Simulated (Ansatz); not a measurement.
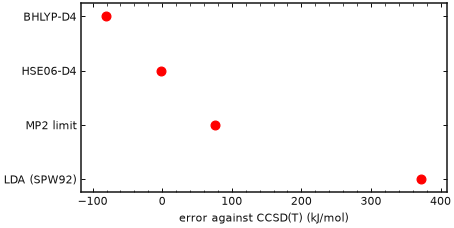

Error in the electronic atomisation energy (method less reference, so positive means overbinding) of BSiH₃SO, SMILES B1O[SiH2]S1: functionals in def2-TZVPP against frozen-core CCSD(T) at the limit (MP2 extrapolated from triple and quadruple zeta, plus CCSD(T) less MP2 in a smaller set), which gives 2660.7 kJ/mol, at a PBE0-D4/def2-TZVP geometry (a minimum by its frequencies), no zero-point or spin-orbit term, the Ansatz code 0.2.0. The reference leaves out core correlation, a term that grows with the number of heavy atoms. Limit means the basis limit.

### Which of these levels overbind, and which underbind?

Overbind: MP2 limit and LDA (SPW92). Underbind: BHLYP-D4. Within 20 kJ/mol of zero, too close to call in view of what the reference leaves out: HSE06-D4.

### Give the values.

| level | kJ/mol |
| --- | --- |
| BHLYP-D4 | −80.5 |
| HSE06-D4 | −1.1 |
| MP2 limit | 75.3 |
| LDA (SPW92) | 372.5 |
